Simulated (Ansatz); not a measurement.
A series of calculations on H₈SO₆

## 1. Relaxation

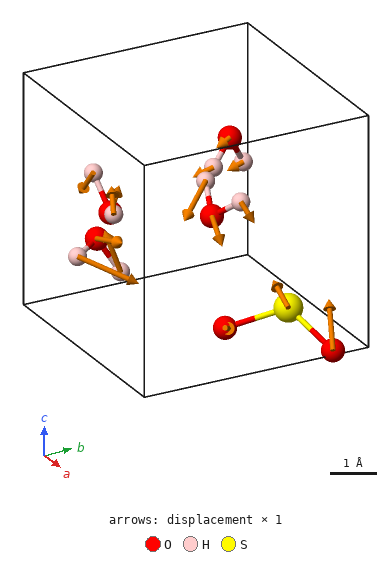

A relaxation of an amorphous cell of composition H8SO6. The starting structure is drawn; orange arrows show the displacements, at their true length.

The picture is a ball-and-stick view of the cell of the calculation, seen from a free direction.

The cell holds 4 H2O + 1 SO2. The run prepares the start of a later molecular dynamics calculation, from a guessed geometry.

Theory: DFT PBE-D3(BJ), scalar-relativistic, plane waves, PAW in Ansatz 0.2.0.

Input
```yaml
accuracy: low
crystal:
  lattice:
    - [5.58918, 0.0, 0.0]
    - [0.0, 5.58918, 0.0]
    - [0.0, 0.0, 5.58918]
  atoms:
    - { symbol: O, position: [0.6492777, 0.4905534, 0.5359466] }
    - { symbol: H, position: [0.7778679, 0.550038, 0.6357291] }
    - { symbol: H, position: [0.505452, 0.5402316, 0.6188722] }
    - { symbol: O, position: [0.6055198, 0.0613981, 0.6253783] }
    - { symbol: H, position: [0.7523964, -0.0031624, 0.6908733] }
    - { symbol: H, position: [0.4916261, 0.0464451, 0.7551283] }
    - { symbol: O, position: [0.1337417, 0.848477, 0.5909614] }
    - { symbol: H, position: [0.0855232, 0.9348235, 0.44866] }
    - { symbol: H, position: [0.2346365, 0.7211776, 0.5305831] }
    - { symbol: O, position: [0.0205906, 0.3161068, 0.2245232] }
    - { symbol: H, position: [0.1217534, 0.1755468, 0.2182454] }
    - { symbol: H, position: [0.0585467, 0.4016248, 0.0786588] }
    - { symbol: S, position: [0.7558723, 0.7741299, 0.1219487] }
    - { symbol: O, position: [0.9842452, 0.8501017, 0.0129478] }
    - { symbol: O, position: [0.6334168, 0.5576403, 0.0328196] }
basis:
  ecutwfc: 420.0
kpoints:
  mp_grid: { grid: [1, 1, 1] }
hamiltonian:
  xc: pbe
  dispersion: d3bj
scf:
  occupations: { method: fermi_dirac, width: 0.02 }
  lower_state_search: "off"
relax:
  f_tol: 0.3
  max_steps: 15
  adjacent_minimum: "off"
```

Command:
```bash
ansatz run input.yaml --threads 1 --pin off --max-ram 3072MiB --backend cpu --events-out ev --progress --plain --runs-dir out
```

Question: What did the optimiser do to the structure, and how much energy did it gain?

Answer: The atom that moves furthest is H11 (1.48 Å along [2 2 −1]). By element the largest moves are H 1.48 Å, O 1.23 Å, S 0.91 Å. The cell stays as it was. Among the contacts that change: O1–H3 0.969 → 1.002 Å, O4–H6 0.969 → 0.989 Å, S13–O14 1.477 → 1.465 Å, O10–H11 0.969 → 0.976 Å. Among the angles between lasting bonds that change: O14–S13–O15 119.8° → 115.5°, H2–O1–H3 104.0° → 108.2°, H11–O10–H12 104.0° → 106.0°. The energy falls by 182 meV per atom in 14 geometry steps. The largest force component goes from 1.5 to 0.27 eV/Å.

Limits of the set-up: the program's low-accuracy preset was used; the periodic images lie only 5.6 Å apart, so the values are limited by the cell's size.

## 2. Dynamics

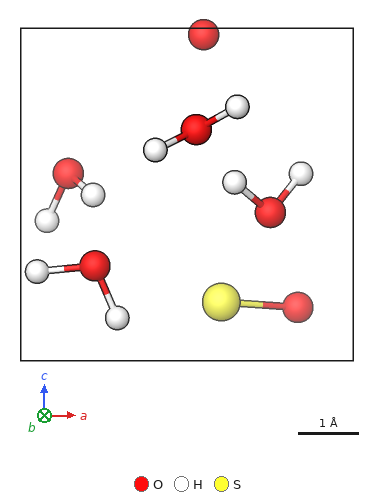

Starting frame of a dynamics run of a periodic cell with 4 H2O + 1 SO2 at 1.295 g/cm³. Style: ball-and-stick. Shown: the simulation cell, along the b axis.

Method: Ansatz, DFT PBE-D3(BJ), scalar-relativistic, plane waves, PAW.

Input file:
```yaml
accuracy: low
crystal:
  lattice:
    - [5.58918, 0.0, 0.0]
    - [0.0, 5.58918, 0.0]
    - [0.0, 0.0, 5.58918]
  atoms:
    - { symbol: O, position: [0.75051561, 0.48155561, 0.44598902] }
    - { symbol: H, position: [0.84264834, 0.57586733, 0.5623857] }
    - { symbol: H, position: [0.64304674, 0.37029611, 0.53670081] }
    - { symbol: O, position: [0.52796041, 0.14239261, 0.69502165] }
    - { symbol: H, position: [0.65136963, 0.0409701, 0.76352878] }
    - { symbol: H, position: [0.40489601, 0.03118741, 0.63363333] }
    - { symbol: O, position: [0.1432299, 0.78243936, 0.56327272] }
    - { symbol: H, position: [0.07923773, 0.8642037, 0.42128647] }
    - { symbol: H, position: [0.21763188, 0.63729184, 0.49864528] }
    - { symbol: O, position: [0.22329996, 0.32018932, 0.28552718] }
    - { symbol: H, position: [0.29051464, 0.3586947, 0.12892801] }
    - { symbol: H, position: [0.04969671, 0.33410905, 0.26832829] }
    - { symbol: S, position: [0.60324851, 0.7883132, 0.17686095] }
    - { symbol: O, position: [0.83307945, 0.91314763, 0.16074401] }
    - { symbol: O, position: [0.55009077, 0.62447423, -0.01957641] }
basis:
  ecutwfc: 420.0
kpoints:
  mp_grid: { grid: [1, 1, 1] }
hamiltonian:
  xc: pbe
  dispersion: d3bj
scf:
  occupations: { method: fermi_dirac, width: 0.02 }
  lower_state_search: "off"
md:
  timestep: 0.5
  n_steps: 300
  ensemble: nvt_langevin
  temperature: 1000.0
  initial_velocities: maxwell_boltzmann
  seed: 914891
  friction: 0.02
  masses: [{ species: H, mass: 2.014 }]
```

Command:
```bash
ansatz run input.yaml --threads 1 --pin off --max-ram 3072MiB --backend cpu --events-out ev --progress --plain --runs-dir out
```

### Predict how the run goes.

Over the second half the temperature averages 879 K (spread ±198 K). The potential energy in the second half lies on average 113 meV per atom above the first frame. Root-mean-square distances from the starting positions over the second half, with the common drift of all atoms taken out: H 0.61 Å, O 0.37 Å, S 0.13 Å. The heavy atoms stay within a fraction of a molecule's size of their starting places, while the hydrogen atoms travel further, as molecules turn; so short a run doesn't tell a liquid from a solid.

Along the run (each row but the first and the last is the mean over the interval that it begins):

| time (fs) | potential energy (meV/atom) | T (K) |
| --- | --- | --- |
| 0.0 | 0.0 | 933 |
| 25.0 | 64.9 | 576 |
| 50.0 | 86.0 | 754 |
| 75.0 | 122.5 | 726 |
| 100.0 | 107.8 | 804 |
| 125.0 | 106.8 | 1103 |
| 150.0 | 137.4 | 1058 |

The paths of the atoms:

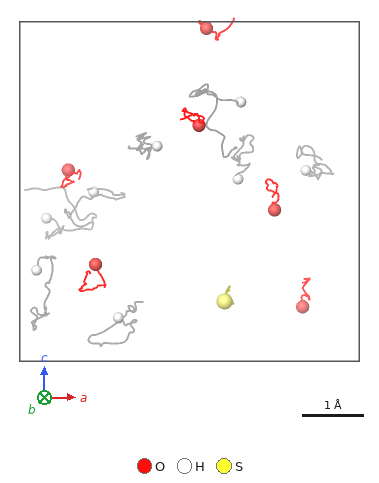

Limits of the set-up: the program's low-accuracy preset was used; masses were changed (H 2.014 u), which shifts the vibrations; the periodic images lie only 5.6 Å apart, so the values are limited by the cell's size.

## 3. Dynamics

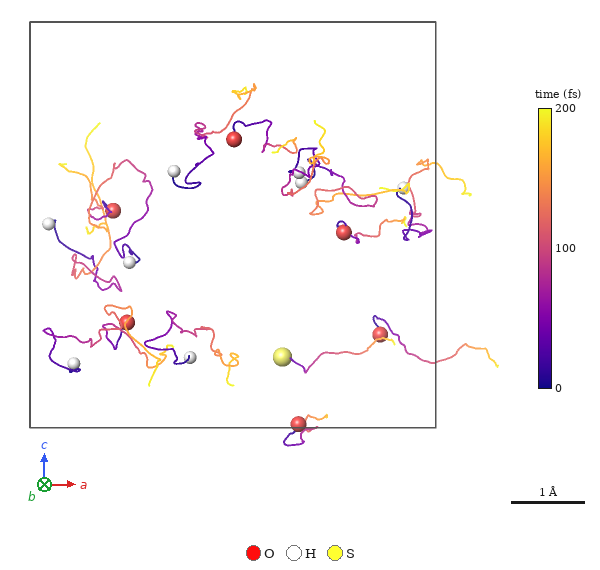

Molecular dynamics of a periodic cell with 4 H2O + 1 SO2 at 1.295 g/cm³, 200 fs long. It starts from the last geometry of an earlier run, with fresh velocities. Lines trace each atom's path, coloured by time; spheres stand at the starting positions. Seen along the b axis in the simulation cell.

Computed with DFT PBE-D3(BJ), scalar-relativistic, plane waves, PAW (Ansatz 0.2.0). Settings: plane-wave cutoff 420 eV; k-point mesh 1 × 1 × 1; Fermi-Dirac smearing 0.02 eV; low-accuracy preset; Langevin thermostat and barostat (NPT); set temperature 1000 K; time step 0.5 fs; H given the mass 2.014 u; friction 0.05 per fs; target pressure 0 GPa.

The input:
```yaml
accuracy: low
crystal:
  lattice:
    - [5.58918, 0.0, 0.0]
    - [0.0, 5.58918, 0.0]
    - [0.0, 0.0, 5.58918]
  atoms:
    - { symbol: O, position: [0.77368568, 0.48348904, 0.48137335] }
    - { symbol: H, position: [0.92102546, 0.54063955, 0.59078909] }
    - { symbol: H, position: [0.66918713, 0.3951757, 0.60421658] }
    - { symbol: O, position: [0.50302413, 0.14619845, 0.71075471] }
    - { symbol: H, position: [0.66329218, 0.13401287, 0.62868423] }
    - { symbol: H, position: [0.35508725, 0.16068428, 0.6322415] }
    - { symbol: O, position: [0.2048856, 0.77793647, 0.53494401] }
    - { symbol: H, position: [0.04578067, 0.85761893, 0.50235703] }
    - { symbol: H, position: [0.2450732, 0.67960881, 0.40745191] }
    - { symbol: O, position: [0.23926056, 0.33746914, 0.25928858] }
    - { symbol: H, position: [0.39472675, 0.35738986, 0.17303035] }
    - { symbol: H, position: [0.10806387, 0.3137392, 0.1580425] }
    - { symbol: S, position: [0.62229508, 0.82695728, 0.17427594] }
    - { symbol: O, position: [0.86306364, 0.91549901, 0.22970653] }
    - { symbol: O, position: [0.66158361, 0.63703716, 0.00896797] }
basis:
  ecutwfc: 420.0
kpoints:
  mp_grid: { grid: [1, 1, 1] }
hamiltonian:
  xc: pbe
  dispersion: d3bj
scf:
  occupations: { method: fermi_dirac, width: 0.02 }
  lower_state_search: "off"
md:
  timestep: 0.5
  n_steps: 400
  ensemble: npt_langevin
  temperature: 1000.0
  initial_velocities: maxwell_boltzmann
  seed: 533135
  friction: 0.05
  pressure: 0.0
  fix_cell: [angles]
  masses: [{ species: H, mass: 2.014 }]
```

Launched with:
```bash
ansatz run input.yaml --threads 1 --pin off --max-ram 3072MiB --backend cpu --events-out ev --progress --plain --runs-dir out
```

Describe the motion.

In the second half of the run the atoms are, in the root-mean-square, this far from where they began (common drift taken out): H 0.85 Å, S 0.61 Å, O 0.57 Å. The heavy atoms stay within a fraction of a molecule's size of their starting places; so short a run doesn't tell a liquid from a solid. Over the second half the temperature averages 1129 K (spread ±282 K). The potential energy is still drifting at the end, so the run hasn't reached equilibrium. The potential energy in the second half lies on average 2.4 meV per atom below the first frame. The mean pressure there is 0.2 GPa. The volume ends +35.7 % from the start. The conserved quantity stays between −0.83 and 0.26 meV per atom of its start. A straight-line fit has a slope that amounts to −0.02 meV per atom over 200 fs (under 0.1 % of the mean kinetic energy), and the ripple about it is 0.5 % of the kinetic energy's fluctuation. With a drift under 2 % and a ripple under 7 %, the integration is accurate.

Limits of the set-up: the program's low-accuracy preset was used; masses were changed (H 2.014 u), which shifts the vibrations; the periodic images lie only 5.6 Å apart, so the values are limited by the cell's size.

Cost: 7.4 min on 1 thread of Arm Neoverse V2, with other jobs on the host, peak memory 0.35 GiB.
